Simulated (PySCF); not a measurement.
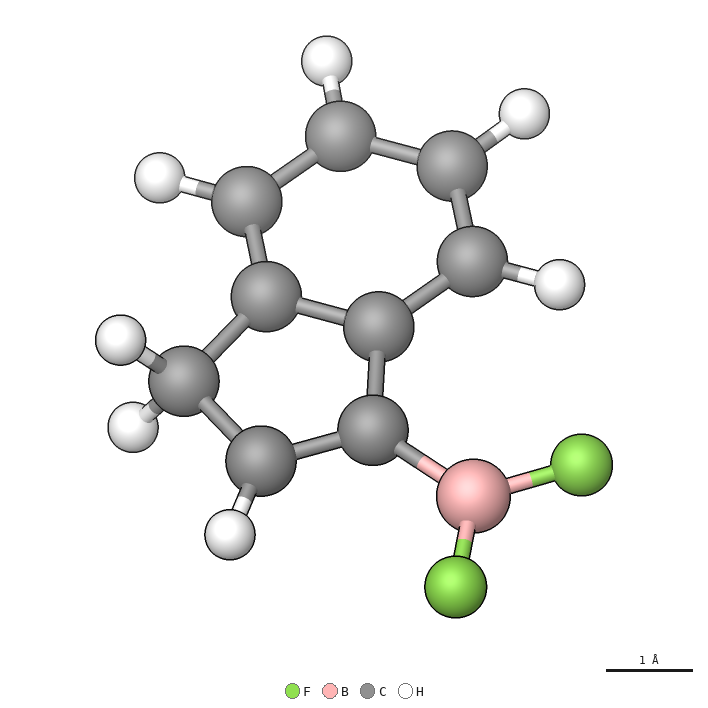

The picture shows a molecular structure as a ball-and-stick model.

The computed structure is the end point of a PBE0-D3(BJ)/def2-SVP optimisation. No frequency run is at hand to confirm it as a minimum.

Identify the structure.

Formula C₉H₇BF₂. Its SMILES string is `FB(F)C1=CCc2ccccc21`. Independent rings (smallest set): 1 of 5 members, 1 of 6 members, 1 of them aromatic. Among its groups: alkene. Coordination: 1 B trigonal planar; 8 C trigonal planar; 1 C tetrahedral.

The parts below concern this one geometry. Atoms keep their numbers from picture to picture.

### Geometry

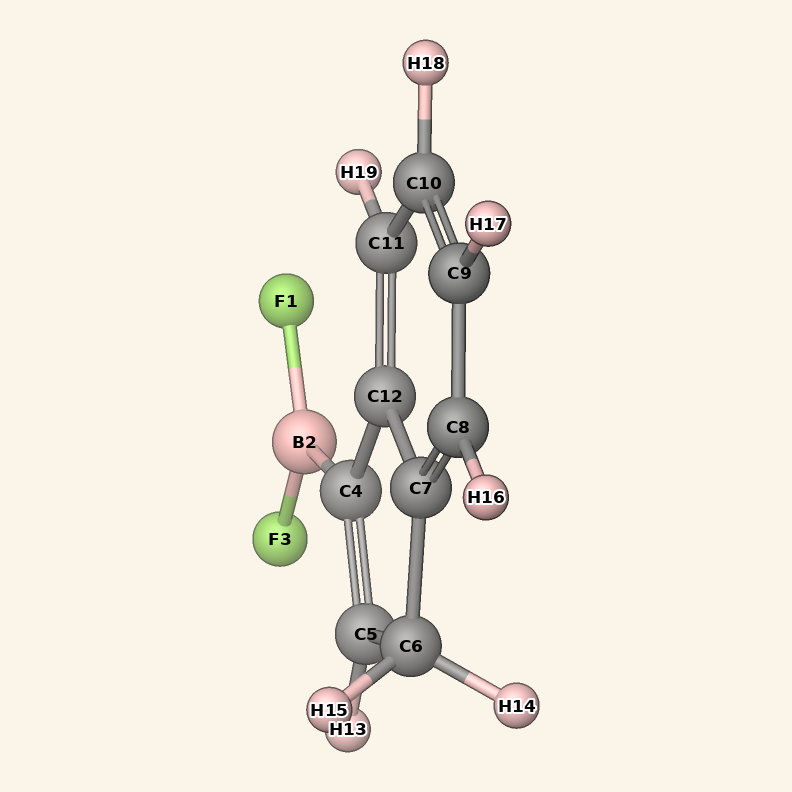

C5 lies behind C6. The molecule seen a little off the C6–C5 bond, C6 in front. Depth is shown by fading: the farther an atom, the more it takes the colour of the background. No frequency run is at hand to confirm it as a minimum.

What is the torsion angle C7–C6–C5–C4? The sign is positive where the front bond must turn clockwise to cover the back bond.

Answer. 0°, synperiplanar (eclipsed).

### Spin–spin coupling

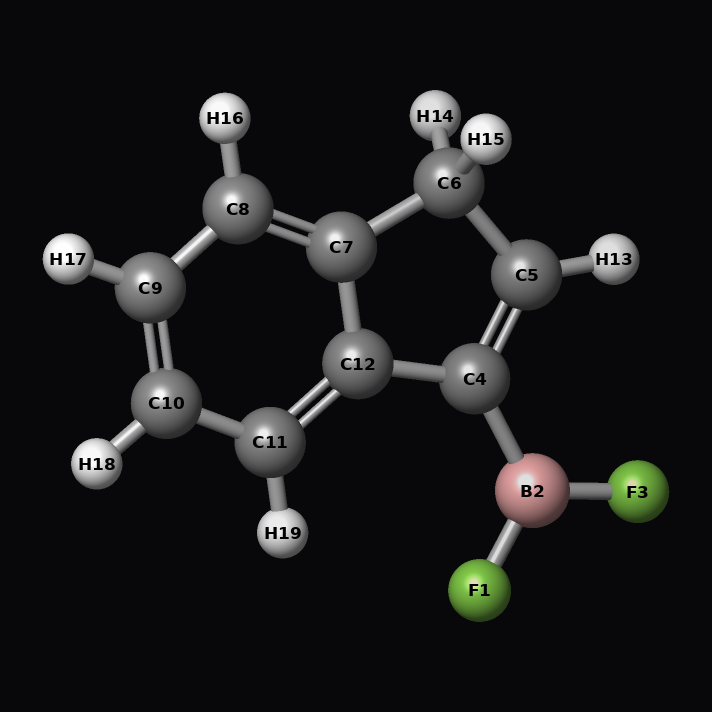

No frequency run is at hand to confirm it as a minimum. Level of theory: B3LYP/pcJ-1 indirect spin-spin coupling, non-relativistic, gas phase (PySCF 2.14.0). Isotopes: 11B, 13C, 19F, 1H.

Give the spin–spin coupling constants of these pairs, with the number of bonds between them: F1/B2, B2/F3, B2/C4, F1/F3, F1/C4, B2/C12, B2/C5, F3/C4, F1/C5, F1/C12, B2/C7, B2/C6, B2/H13, F3/C12.

```json
{"pair": "F1, B2", "bonds apart": "1", "J (Hz)": "−126.6"}
{"pair": "B2, F3", "bonds apart": "1", "J (Hz)": "−123.2"}
{"pair": "B2, C4", "bonds apart": "1", "J (Hz)": "106.8"}
{"pair": "F1, F3", "bonds apart": "2", "J (Hz)": "−206.7"}
{"pair": "F1, C4", "bonds apart": "2", "J (Hz)": "39.9"}
{"pair": "B2, C12", "bonds apart": "2", "J (Hz)": "5.6"}
{"pair": "B2, C5", "bonds apart": "2", "J (Hz)": "3.8"}
{"pair": "F3, C4", "bonds apart": "2", "J (Hz)": "36.2"}
{"pair": "F1, C5", "bonds apart": "3", "J (Hz)": "20.0"}
{"pair": "F1, C12", "bonds apart": "3", "J (Hz)": "−4.7"}
{"pair": "B2, C7", "bonds apart": "3", "J (Hz)": "4.7"}
{"pair": "B2, C6", "bonds apart": "3", "J (Hz)": "5.5"}
{"pair": "B2, H13", "bonds apart": "3", "J (Hz)": "3.8"}
{"pair": "F3, C12", "bonds apart": "3", "J (Hz)": "8.7"}
```

Density functionals are unreliable for couplings to fluorine, so those rows may be far off.

### Charges

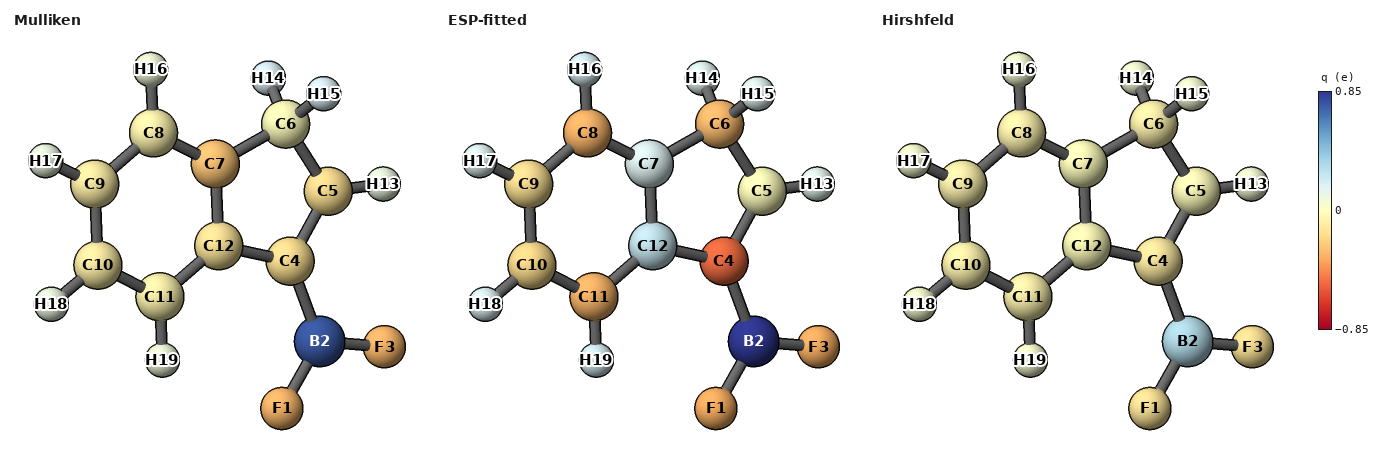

Atomic charges of one calculation by 3 schemes, on one colour scale. No frequency run is at hand to confirm it as a minimum. Computed with PBE0/pcSseg-1 in benzene (IEF-PCM) (PySCF 2.14.0).

Which scheme gives the most polar picture (largest mean size of the charges)?

Answer. The ESP-fitted charges are the largest in size here, and the Hirshfeld charges the smallest.

On which atom do the schemes disagree most?

Answer. On B2 (from 0.30 to 0.83 e).

List the charges (e), one line for each set of equivalent atoms.

| atom | Mulliken | ESP-fitted | Hirshfeld |
| --- | --- | --- | --- |
| F1 | −0.30 | −0.32 | −0.14 |
| B2 | 0.75 | 0.83 | 0.30 |
| F3 | −0.30 | −0.32 | −0.14 |
| C4 | −0.16 | −0.50 | −0.10 |
| C5 | −0.15 | 0.00 | −0.01 |
| C6 | −0.01 | −0.28 | −0.06 |
| C7 | −0.26 | 0.15 | 0.00 |
| C8 | −0.05 | −0.30 | −0.06 |
| C9 | −0.08 | −0.15 | −0.06 |
| C10 | −0.08 | −0.18 | −0.06 |
| C11 | −0.05 | −0.30 | −0.06 |
| C12 | −0.13 | 0.24 | −0.02 |
| H13 | 0.10 | 0.14 | 0.06 |
| H14, H15 | 0.18 | 0.15 | 0.06 |
| H16 | 0.07 | 0.18 | 0.05 |
| H17 | 0.10 | 0.16 | 0.05 |
| H18 | 0.10 | 0.16 | 0.05 |
| H19 | 0.09 | 0.20 | 0.05 |

### Ring current

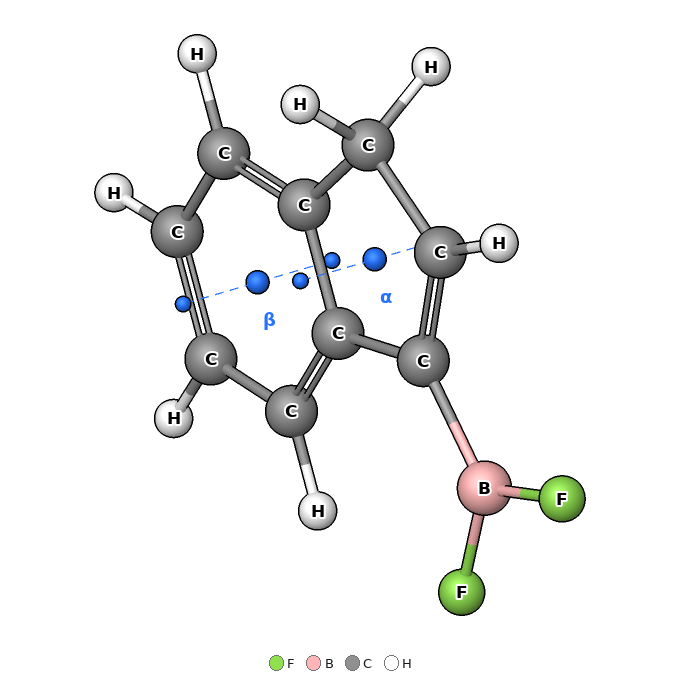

The small points mark where nucleus-independent chemical shifts (NICS) were computed: at the centre of each lettered ring and 1 Å above and below it. No frequency run is at hand to confirm it as a minimum. Properties computed with GIAO PBE0/pcSseg-1 NMR shielding, non-relativistic, gas phase (PySCF 2.14.0).

Give NICS(0), NICS(1) and the out-of-plane component NICS(1)zz for each ring (means of the two sides).

```
ring  members  NICS(0)  NICS(1)  NICS(1)zz
   α       C5      0.0     −4.3       −6.0
   β       C6     −8.7    −11.4      −28.3
```

Values in ppm.

What do the values say about the ring currents?

Answer. Ring α: weak, as in a non-aromatic ring. Ring β: diatropic, as in an aromatic ring. NICS is one index among several.

### Quadrupole coupling

No frequency run is at hand to confirm it as a minimum. Electric field gradients from the ground-state density, PBE0/pcSseg-1 (PySCF 2.14.0), non-relativistic apart from any core potentials.

Give the largest field-gradient component, the quadrupole coupling constant and the asymmetry for 11B at B2 (Q = 40.59 mb), 2H at H13 (Q = 2.86 mb), 2H at H14 (Q = 2.86 mb), 2H at H16 (Q = 2.86 mb), 2H at H17 (Q = 2.86 mb).

```tsv
atom	V_zz (a.u.)	e²qQ/h (MHz)	η
B2	0.350	3.34	0.66
H13	0.304	0.204	0.03
H14	0.284	0.191	0.02
H16	0.304	0.204	0.07
H17	0.305	0.205	0.07
```

Mulliken values depend strongly on the basis set and can even reverse the polarity of a bond.
